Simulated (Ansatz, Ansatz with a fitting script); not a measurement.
# MgS (Niningerite): the order of polymorphs from LDA to RPA

Wanted: the order of polymorphs of MgS (Niningerite), rung by rung, with cost.

Main program and level: Ansatz 0.2.0; density functionals and EXX+RPA, plane waves.

### 1. The structure

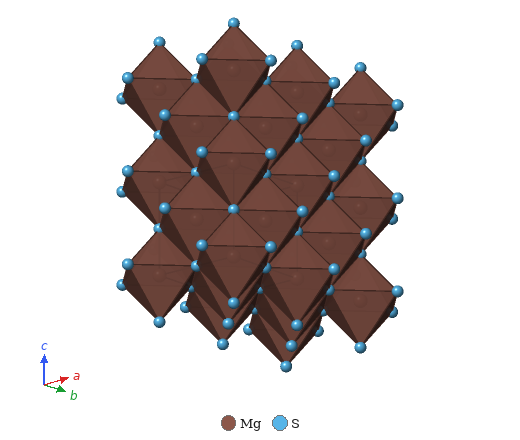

The cell as given, from a free direction (magnesium brown, sulfur blue). 1×2×2 cells are drawn. This picture shows the conventional cell, with its axes. Some periodic images of atoms are drawn too.

The start is a database's relaxed structure.

### 2. Relax (relaxation of Fm-3m)

Gaps follow bond lengths, so the structure is brought to rest first.

This step: DFT, r2SCAN with rVV10, plane waves, PAW.

input.yaml

```yaml
crystal:
  lattice:
    - [0.0, 2.60165, 2.60165]
    - [2.60165, 0.0, 2.60165]
    - [2.60165, 2.60165, 0.0]
  atoms:
    - { symbol: Mg, position: [0.0, 0.0, 0.0] }
    - { symbol: S, position: [0.5, 0.5, 0.5] }
kpoints:
  mp_grid: { grid: [8, 8, 8] }
hamiltonian:
  xc: r2scan
  pseudopotentials: { kind: paw, source: ansatz }
  dispersion: rvv10
scf:
  occupations: { method: fermi_dirac, width: 0.02 }
relax:
  f_tol: 0.01
  max_steps: 60
  cell: {}
```

Run with:

```bash
> ansatz run input.yaml --threads 8 --pin off --max-ram 18432MiB --backend cpu --events-out ev --progress --plain --runs-dir out
```

Numbers of over 12 decimals in the logs are rounded to 6 here.

The program printed:

```text
The last accepted step is kept in <dir> (removed where the run ends without a failure and the disk answers)
Engine: ansatz 0.2.0, aarch64-unknown-linux-gnu
Pseudopotentials: kind: paw
Pseudopotential: Mg, paw, valence charge 10, recommended cutoff 620 eV (normal), Mg.paw.azcp
Pseudopotential: S, paw, valence charge 6, recommended cutoff 510 eV (normal), S.paw.azcp
Functional definition: r2SCAN+rVV10
  parameter k0 = 0.174
  parameter k1 = 0.065
  parameter a1 = 4.9479
  exchange = r2scan_x(k0 = k0, k1 = k1, a1 = a1)
  correlation = r2scan_c + rvv10(11.95, 0.0093)
Crystal: 2 atoms, lattice volume = 35.219 Å³
Basis set: ecut = 620 eV, 1243 PW (Γ), exchange–correlation on 144×144×144 points (64 copies of the dense FFT grid, shifted against one another)
Bands: 12, of which v1, the nominal top of the filled ones, is band 8 counted from 1 (7 counted from 0)
Symmetry: 48 space group operations
Space group: Fm-3m (ITA 225), of the structure as read, at distance tolerance 3.3e-5 Å
k-points: 29 of 512
Non-local potential: Mg, projectors of the file, l = 0: 2, l = 1: 3, l = 2: 1, l = 3: 1
Non-local potential: S, projectors of the file, l = 0: 2, l = 1: 2, l = 2: 2
PAW form: soft (Blöchl's): semilocal exchange-correlation on the pseudo side does not see the compensation charge
rVV10 density: all electrons in the spheres
PAW frozen core: Mg, regenerated for the run's functional (the file was generated under x = pbe(κ = 0.804, μ = 0.219515), c = pbe(β = 0.066725))
PAW frozen core: S, regenerated for the run's functional (the file was generated under x = pbe(κ = 0.804, μ = 0.219515), c = pbe(β = 0.066725))
PAW one-centre angular grid: Mg, 302 points (default); XC on 160 Gauss nodes
PAW one-centre angular grid: S, 302 points (default); XC on 160 Gauss nodes
Initial density: superposition of atomic densities (chi_scale 0.1, normalization cell, long waves kept (reshape's long-wave potential 0.00 eV rms))
Initial wavefunctions: pseudopotential atomic-orbital guess
Functional: x = r2scan, c = r2scan + rvv10(b = 11.95, C = 0.0093); τ floored in thin density (d = 2e-4 eV/Å³)
iter 1 solved again at ethr=2.44e-3 eV; its pass at ethr=3.10e-3 eV (dr2=3.90e-1 eV) is discarded
SCF iter   1: F=—  HF=-2834.429506 eV  |F-HF|=—  |Δ(HF+E_count)|=         —  Δρ=4.63e-2  dr2=3.90e-1  dr2_τ=1.17e-2  ethr=2.44e-3  ⟨swp⟩=1.0  Hψ=3053  notcnv=0
preconditioner: auto → none  [insulator: Δε(μ)=3.203 eV  Ē_g=12.571 eV  σ=0.020 eV  W_gap=1.00  n_scr=8 (ndim 8)  ℏωp=17.7 eV  f_vac=0.001  D(μ)=0.00/eV (n_scr^D=0)  ε∞_Penn≈3.0]
SCF iter   2: F=—  HF=-2834.564717 eV  |F-HF|=—  |Δ(HF+E_count)|=   1.35e-1  Δρ=1.75e-2  dr2=6.10e-2  dr2_τ=2.05e-2  ethr=2.44e-3  ⟨swp⟩=2.4  Hψ=687  notcnv=0
SCF iter   3: F=—  HF=-2834.603343 eV  |F-HF|=—  |Δ(HF+E_count)|=   3.86e-2  Δρ=4.17e-3  dr2=3.03e-3  dr2_τ=5.94e-4  ethr=3.81e-4  ⟨swp⟩=2.8  Hψ=650  notcnv=0
SCF iter   4: F=—  HF=-2834.605057 eV  |F-HF|=—  |Δ(HF+E_count)|=   1.71e-3  Δρ=4.39e-4  dr2=1.02e-4  dr2_τ=9.30e-6  ethr=1.89e-5  ⟨swp⟩=2.7  Hψ=593  notcnv=0
SCF iter   5: F=—  HF=-2834.605031 eV  |F-HF|=—  |Δ(HF+E_count)|=   2.57e-5  Δρ=8.06e-5  dr2=1.18e-6  dr2_τ=3.09e-7  ethr=6.37e-7  ⟨swp⟩=2.0  Hψ=457  notcnv=0
SCF iter   6: F=—  HF=-2834.605030 eV  |F-HF|=—  |Δ(HF+E_count)|=   7.57e-7  Δρ=1.94e-5  dr2=7.51e-8  dr2_τ=7.37e-9  ethr=6.25e-10  ⟨swp⟩=5.8  Hψ=1331  notcnv=0
SCF iter   7: F=-2834.605030 eV  HF=-2834.605030 eV  |F-HF|=7.93e-10  |Δ(HF+E_count)|=   2.49e-8  Δρ=2.45e-6  dr2=1.31e-9  dr2_τ=2.27e-10  ethr=4.69e-10  ⟨swp⟩=3.0  Hψ=1367  notcnv=0
SCF 1 converged in 7 iterations: F = -2834.605030 eV  dr2 = 1.31e-9
[...]
relax step   1: F+E_penalty+E_count = -2834.60503011 eV  Δ(F+E_penalty+E_count) = +0.000e0 eV  max|allowed force component| = 1.520e-31 eV/Å  Δτ_max = 0.0000 Å  P = -0.656 GPa  Ω = 35.219 Å³  (7 SCF iters, dr2 threshold 1.00e-7 eV, accepted)
[...]
relax step   2: F+E_penalty+E_count = -2834.60564180 eV  Δ(F+E_penalty+E_count) = -6.117e-4 eV  max|allowed force component| = 8.217e-32 eV/Å  Δτ_max = 0.0000 Å  P = -0.076 GPa  Ω = 34.965 Å³  energy of the carried Pulay correction = +2.848e-5 eV  (4 SCF iters, dr2 threshold 2.00e-7 eV, accepted)
[...]
relax step   4: F+E_penalty+E_count = -2834.60561917 eV  Δ(F+E_penalty+E_count) = +3.413e-5 eV  max|allowed force component| = 7.806e-32 eV/Å  Δτ_max = 0.0000 Å  P = +0.001 GPa  Ω = 34.932 Å³  stress off target by 6.14e-4 GPa  SCF on the basis re-selected at this cell (its energy is not comparable with the rows above)  (5 SCF iters)
basis re-selected at this cell: Δ(F+E_penalty+E_count) = +3.413e-5 eV, ΔP = -0.001 GPa vs the last step (what re-selecting the basis moved, of the pressure what is left beyond the Pulay correction that the steps carried, after the strain that the cell walked since its last selection, with what the two solves' SCF thresholds leave and, on support functions, any second-order correction that the steps lacked; it is no m [...]
SCF converged after 5 iterations
Free energy (F): -2834.605619 eV
Harris-Foulkes:  -2834.605619 eV  (|F-HF|=1.91e-11)
Internal energy: -2834.605619 eV  (E = F + TS)
E sigma→0 (E₀):  -2834.605619 eV
Fermi energy:    7.973642 eV
--- Per-component energies (eV) ---
  E_band       = -348.676588
  E_kinetic    = 298.644259
  E_local      = -1604.058902  (includes V_loc(G=0)·N_el)
  E_nonlocal   = -48.175147
  E_hartree    = 601.998820
  E_xc         = -127.215316
  E_vxc        = -171.832185  (∫ρ·V_xc dr)
  E_paw        = -909.070509  (= ΣΔE_a)
  E_vpaw       = -38.404395  (= ΣTr[D̂ρ^β])
  E_aug_tail   = 0.000096  (compensation charges beyond the density's cutoff)
  E_vtau       = 11.152014  (kinetic-family band-sum trace: ∫τ·v_τ [+ j·A + Jᵃ·Aᵃ] dr)
  E_ewald      = -1046.592369
  E_core_change = -0.136552  (= ΣΔE_core)
  E_smearing   = -0.000000  (= −TS)
  E_closure    = 0.000000  (closes the sum)
  Σ components = -2834.605619   (vs F -2834.605619, Δ=0.00e0)
--- Forces (eV/Å), atoms counted from 1 ---
  atom   1  Mg    -0.00000000     0.00000000    -0.00000000
  atom   2  S     -0.00000000     0.00000000     0.00000000
  max |Σ_I F_I| component: 2.22e-31 eV/Å
--- Stress (GPa, compression-positive) ---
        0.000614      -0.000000      -0.000000
       -0.000000       0.000614      -0.000000
       -0.000000       0.000000       0.000614
  P = ⅓ Tr σ = 0.0006 GPa (0.006 kbar)
--- Relaxed structure (3 steps of the walk, 3 accepted, 1 SCFs on fresh bases) ---
  F+E_penalty+E_count = -2834.60561917 eV   max|allowed force component| = 7.806e-32 eV/Å   (the final SCF, on the basis selected at the relaxed cell)
  cell:  # Å, volume = 34.9318 Å³
    - [0, 2.594560, 2.594560]
    - [2.594560, 0, 2.594560]
    - [2.594560, 2.594560, 0]
  atoms:
    - { symbol: Mg, position: [0, 0, 0] }
    - { symbol: S, position: [0.5, 0.5, 0.5] }
```

Wall time 3 s (8 threads of Arm Neoverse V2, shared host); peak memory 0.53 GiB; 19 s of CPU time.

The steps of the relaxation:

| step | energy less that of the first step (eV) | largest force component (eV/Å) | pressure (GPa) | volume (Å³) |
| --- | --- | --- | --- | --- |
| 1 | 0.0000 | 0.0000 | -0.66 | 35.22 |
| 2 | -0.0006 | 0.0000 | -0.08 | 34.96 |
| 3 | -0.0006 | 0.0000 | 0.00 | 34.93 |
| 4* | -0.0006 | 0.0000 | 0.00 | 34.93 |

Relaxation steps marked * repeat the geometry before them on a plane-wave basis chosen anew for their cell, so energy and pressure can jump there.

Forces are held to the 48 operations that the run works with; a distortion that breaks them can't arise in this run.

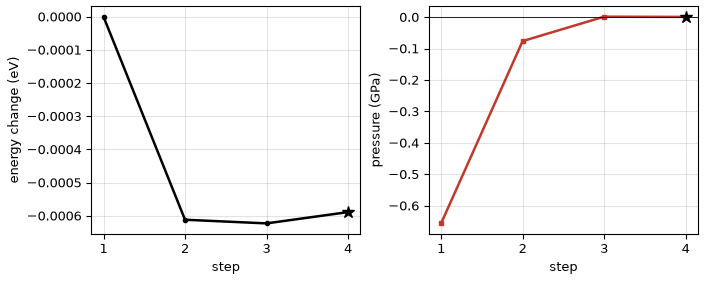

Energy and pressure along the relaxation. Stars mark steps on a basis chosen anew.

| conventional cell, symmetrised | before | after | change |
| --- | --- | --- | --- |
| a (Å) | 5.203 | 5.189 | -0.3 % |
| b (Å) | 5.203 | 5.189 | -0.3 % |
| c (Å) | 5.203 | 5.189 | -0.3 % |
| volume (Å³/atom) | 17.61 | 17.47 | -0.8 % |

The relaxed structure:

```
Mg S
1.0
     0.00000    2.59456    2.59456
     2.59456    0.00000    2.59456
     2.59456    2.59456    0.00000
Mg S
1 1
Direct
  0.00000 0.00000 0.00000
  0.50000 0.50000 0.50000
```

### 3. Relax (relaxation of F-43m)

The cell differs from the one that the last finished run ended in (a 3.669 → 4.007 Å, b 3.669 → 4.007 Å, c 3.669 → 4.007 Å).

input.yaml, the sections that differ from step 2:

```yaml
crystal:
  lattice:
    - [0.0, 2.8331200468, 2.8331200468]
    - [2.8331200468, 0.0, 2.8331200468]
    - [2.8331200468, 2.8331200468, 0.0]
  atoms:
    - { symbol: Mg, position: [0.0, 0.0, 0.0] }
    - { symbol: S, position: [0.75, 0.75, 0.75] }
kpoints:
  mp_grid: { grid: [6, 6, 6] }
# hamiltonian, scf, relax: as in step 2
```

The program printed:

```text
[...]
Crystal: 2 atoms, lattice volume = 45.480 Å³
Basis set: ecut = 620 eV, 1639 PW (Γ), exchange–correlation on 160×160×160 points (64 copies of the dense FFT grid, shifted against one another)
Bands: 12, of which v1, the nominal top of the filled ones, is band 8 counted from 1 (7 counted from 0)
Symmetry: 24 space group operations
[...]
-0.000000       0.001508       0.000000
       -0.000000       0.000000       0.001508
  P = ⅓ Tr σ = 0.0015 GPa (0.015 kbar)
--- Relaxed structure (3 steps of the walk, 3 accepted, 1 SCFs on fresh bases) ---
[...]
cell:  # Å, volume = 45.0203 Å³
    - [0, 2.823533, 2.823533]
    - [2.823533, 0, 2.823533]
    - [2.823533, 2.823533, 0]
  atoms:
    - { symbol: Mg, position: [0, 0, 0] }
    - { symbol: S, position: [0.750000, 0.750000, 0.750000] }
[key lines of the parts left out:]
SCF converged after 5 iterations
Free energy (F): -2834.491354 eV
Fermi energy:    4.961549 eV
```

Run time: 4 s. Hardware: 8 threads; peak memory 0.61 GiB; 27 s of CPU time.

Relaxation path:

| step | energy less that of the first step (eV) | largest force component (eV/Å) | pressure (GPa) | volume (Å³) |
| --- | --- | --- | --- | --- |
| 1 | 0.0000 | 0.0000 | -0.61 | 45.48 |
| 2 | -0.0008 | 0.0000 | -0.17 | 45.15 |
| 3 | -0.0009 | 0.0000 | 0.00 | 45.02 |
| 4* | -0.0009 | 0.0000 | 0.00 | 45.02 |

Relaxation steps marked * repeat the geometry before them on a plane-wave basis chosen anew for their cell, so energy and pressure can jump there.

The run keeps the 24 symmetry operations that it works with, so distortions that break them were not tested.

| conventional cell, symmetrised | before | after | change |
| --- | --- | --- | --- |
| a (Å) | 5.666 | 5.647 | -0.3 % |
| b (Å) | 5.666 | 5.647 | -0.3 % |
| c (Å) | 5.666 | 5.647 | -0.3 % |
| volume (Å³/atom) | 22.74 | 22.51 | -1.0 % |

The relaxed structure:

```xyz
2
Lattice="0.0000 2.8235 2.8235 2.8235 0.0000 2.8235 2.8235 2.8235 0.0000" Properties=species:S:1:pos:R:3 pbc="T T T"
Mg    0.0000    0.0000    0.0000
S     4.2353    4.2353    4.2353
```

### 4. Scf lda (preparation)

This step: DFT, LDA, plane waves, PAW.

input.yaml

```yaml
crystal:
  lattice:
    - [0.0, 2.5945595473, 2.5945595473]
    - [2.5945595473, 0.0, 2.5945595473]
    - [2.5945595473, 2.5945595473, 0.0]
  atoms:
    - { symbol: Mg, position: [0.0, 0.0, 0.0] }
    - { symbol: S, position: [0.5, 0.5, 0.5] }
kpoints:
  mp_grid: { grid: [8, 8, 8] }
hamiltonian:
  xc: lda
  pseudopotentials: { kind: paw, source: ansatz }
scf:
  occupations: { method: fermi_dirac, width: 0.02 }
  n_extra_bands: 4
output:
  eigenvalues: true
  forces: true
  stress: true
```

The program printed:

```text
[...]
Crystal: 2 atoms, lattice volume = 34.932 Å³
Basis set: ecut = 620 eV, 1243 PW (Γ)
Bands: 12, of which v1, the nominal top of the filled ones, is band 8 counted from 1 (7 counted from 0)
Symmetry: 48 space group operations
[...]
k-points: 29 of 512
[...]
SCF iter   1: F=—  HF=-2774.249766 eV  |F-HF|=—  |Δ(HF+E_count)|=         —  Δρ=3.62e-2  dr2=2.68e-1  ethr=3.10e-3  ⟨swp⟩=5.9  Hψ=2505  notcnv=0
[...]
SCF iter   7: F=-2774.163852 eV  HF=-2774.163852 eV  |F-HF|=4.64e-11  |Δ(HF+E_count)|=   2.39e-8  Δρ=6.52e-7  dr2=6.30e-11  ethr=1.40e-10  ⟨swp⟩=3.0  Hψ=1204  notcnv=0
SCF 1 converged in 7 iterations: F = -2774.163852 eV  dr2 = 6.30e-11
[...]
SCF converged after 7 iterations
Free energy (F): -2774.163852 eV
[...]
Internal energy: -2774.163852 eV  (E = F + TS)
E sigma→0 (E₀):  -2774.163852 eV
Fermi energy:    7.572803 eV
[...]
--- Stress (GPa, compression-positive) ---
       -2.668800      -0.000000      -0.000000
       -0.000000      -2.668800       0.000000
       -0.000000       0.000000      -2.668800
  P = ⅓ Tr σ = -2.6688 GPa (-26.688 kbar)
--- Band table (eV; the first three rows and the last of 29) ---
  k-point 0: bands = [... 4 lower, -6.4159, 6.2827, 6.2827, 6.2827, 9.8309, 14.0791, 14.0791, 14.0791]
  k-point 1: bands = [... 4 lower, -6.2601, 5.1997, 6.1789, 6.1789, 10.6491, 13.7686, 14.3271, 14.3271]
  k-point 2: bands = [... 4 lower, -5.8374, 3.4042, 5.9534, 5.9534, 11.0824, 13.9335, 13.9335, 14.4587]
  k-point 28: bands = [... 4 lower, -4.6332, 2.9774, 2.9774, 3.8466, 11.3907, 14.1082, 14.1082, 14.1669]
```

Elapsed: 0.32 s, on 8 threads; peak memory 0.32 GiB.

The column dr2 measures how far the density is from self-consistency, as an energy; F and HF (Harris–Foulkes) agree once it is small.

Total energy -2774.1639 eV.

### 5. Scf lda (preparation)

This step: DFT, LDA, plane waves, norm-conserving pseudopotentials.

input.yaml, the sections that differ from step 4:

```yaml
kpoints:
  mp_grid: { grid: [2, 2, 2] }
hamiltonian:
  xc: lda
  pseudopotentials: { kind: nc, xc_functional: pbe }
scf:
  occupations: { method: fixed }
  n_extra_bands: 4
# crystal, output: as in step 4
```

The program printed:

```text
[...]
Crystal: 2 atoms, lattice volume = 34.932 Å³
Basis set: ecut = 1142.878222 eV, 3119 PW (Γ)
Bands: 12, of which v1, the nominal top of the filled ones, is band 8 counted from 1 (7 counted from 0)
Symmetry: 48 space group operations
[...]
k-points: 3 of 8
[...]
5.012399      -0.000000       0.000000
       -0.000000       5.012399      -0.000000
        0.000000      -0.000000       5.012399
  P = ⅓ Tr σ = 5.0124 GPa (50.124 kbar)
--- Band table (eV) ---
  k-point 0: bands = [... 4 lower, -6.0600, 6.7370, 6.7370, 6.7370, 10.0207, 14.2001, 14.2001, 14.2001]
  k-point 1: bands = [... 4 lower, -4.6139, 1.5234, 6.1008, 6.1008, 10.8206, 13.1173, 13.1173, 16.3191]
  k-point 2: bands = [... 4 lower, -4.2169, 2.2450, 4.9136, 4.9136, 8.8456, 10.5884, 18.5651, 19.1286]
[key lines of the parts left out:]
SCF converged after 6 iterations
Free energy (F): -1910.248761 eV
Fermi energy:    6.737026 eV
```

Wall time 0.15 s (8 threads); peak memory 0.26 GiB; 0.55 s of CPU time.

Total energy -1910.2488 eV.

### 6. Energy LDA (polymorph Fm-3m)

This step: DFT, LDA, plane waves, PAW.

input.yaml, the sections that differ from step 5:

```yaml
kpoints:
  mp_grid: { grid: [8, 8, 8] }
hamiltonian:
  xc: lda
  pseudopotentials: { kind: paw, source: ansatz }
scf:
  occupations: { method: fixed }
  n_extra_bands: 4
  convergence: { dr2_threshold: 1.0e-09 }
# crystal, output: as in step 5
```

The program printed:

```text
[...]
--- Band table (eV; the first three rows and the last of 29) ---
  k-point 0: bands = [... 4 lower, -6.4159, 6.2827, 6.2827, 6.2827, 9.8309, 14.0791, 14.0791, 14.0791]
  k-point 1: bands = [... 4 lower, -6.2601, 5.1997, 6.1789, 6.1789, 10.6491, 13.7686, 14.3271, 14.3271]
  k-point 2: bands = [... 4 lower, -5.8374, 3.4042, 5.9534, 5.9534, 11.0824, 13.9335, 13.9335, 14.4587]
  k-point 28: bands = [... 4 lower, -4.6332, 2.9774, 2.9774, 3.8466, 11.3907, 14.1082, 14.1082, 14.1669]
[key lines of the parts left out:]
SCF converged after 7 iterations
Free energy (F): -2774.163852 eV
Fermi energy:    6.282701 eV
P = ⅓ Tr σ = -2.6688 GPa (-26.688 kbar)
```

Run time: 0.3 s. Hardware: 8 threads; peak memory 0.31 GiB; 1.5 s of CPU time.

Total energy -2774.1639 eV.

### 7. Energy PBEsol (polymorph Fm-3m)

This step: DFT, PBEsol, plane waves, PAW.

input.yaml: that of step 6 with these lines changed.

```diff
@@ -11,3 +11,3 @@
 hamiltonian:
-  xc: lda
+  xc: pbesol
   pseudopotentials: { kind: paw, source: ansatz }
```

The program printed:

```text
[...]
Crystal: 2 atoms, lattice volume = 34.932 Å³
Basis set: ecut = 620 eV, 1243 PW (Γ), exchange–correlation on 72×72×72 points (8 copies of the dense FFT grid, shifted against one another)
Bands: 12, of which v1, the nominal top of the filled ones, is band 8 counted from 1 (7 counted from 0)
Symmetry: 48 space group operations
[...]
--- Band table (eV; the first three rows and the last of 29) ---
  k-point 0: bands = [... 4 lower, -6.3007, 6.4267, 6.4267, 6.4267, 10.0860, 14.2319, 14.2319, 14.2319]
  k-point 1: bands = [... 4 lower, -6.1452, 5.3529, 6.3221, 6.3221, 10.8922, 13.9207, 14.4857, 14.4857]
  k-point 2: bands = [... 4 lower, -5.7238, 3.5600, 6.0946, 6.0946, 11.2810, 14.1341, 14.1341, 14.6673]
  k-point 28: bands = [... 4 lower, -4.5232, 3.1150, 3.1150, 4.0125, 11.6604, 14.2525, 14.2525, 14.4128]
[key lines of the parts left out:]
SCF converged after 7 iterations
Free energy (F): -2799.913676 eV
Fermi energy:    6.426740 eV
P = ⅓ Tr σ = -0.3201 GPa (-3.201 kbar)
```

Elapsed: 0.32 s, on 8 threads; peak memory 0.33 GiB; 1.6 s of CPU time.

Total energy -2799.9137 eV.

### 8. Energy PBEsol-D3(BJ) (polymorph Fm-3m)

This step: DFT, PBEsol with D3(BJ) dispersion, plane waves, PAW.

input.yaml: that of step 7 with these lines changed.

```diff
@@ -13,2 +13,3 @@
   pseudopotentials: { kind: paw, source: ansatz }
+  dispersion: d3bj
 scf:
```

The program printed:

```text
[...]
Crystal: 2 atoms, lattice volume = 34.932 Å³
Basis set: ecut = 620 eV, 1243 PW (Γ), exchange–correlation on 72×72×72 points (8 copies of the dense FFT grid, shifted against one another)
Bands: 12, of which v1, the nominal top of the filled ones, is band 8 counted from 1 (7 counted from 0)
Symmetry: 48 space group operations
[...]
--- Band table (eV; the first three rows and the last of 29) ---
  k-point 0: bands = [... 4 lower, -6.3007, 6.4267, 6.4267, 6.4267, 10.0860, 14.2319, 14.2319, 14.2319]
  k-point 1: bands = [... 4 lower, -6.1452, 5.3529, 6.3221, 6.3221, 10.8922, 13.9207, 14.4857, 14.4857]
  k-point 2: bands = [... 4 lower, -5.7238, 3.5600, 6.0946, 6.0946, 11.2810, 14.1341, 14.1341, 14.6673]
  k-point 28: bands = [... 4 lower, -4.5232, 3.1150, 3.1150, 4.0125, 11.6604, 14.2525, 14.2525, 14.4128]
[key lines of the parts left out:]
SCF converged after 7 iterations
Free energy (F): -2800.520179 eV
Fermi energy:    6.426740 eV
P = ⅓ Tr σ = -3.1742 GPa (-31.742 kbar)
```

Run time: 0.33 s. Hardware: 8 threads; peak memory 0.33 GiB.

Total energy -2800.5202 eV.

(Continued in part 2 of 2.)

[Paths, hosts, dates, memory and timing lines, banners, echoed tables and standing remarks are left out of the program output.]

[Logs are printed without paths, hosts, clocks, repeated set-up lines and the standing remarks that a program may print on its own settings, such as how far it seeks lower states.]

[Runs of the session that timed out or met a known fault of the program may be left out.]

[Hosts, paths, dates, database ids (printed as entryN), source tags and the programs' standing remarks are cut or masked in the printed files.]
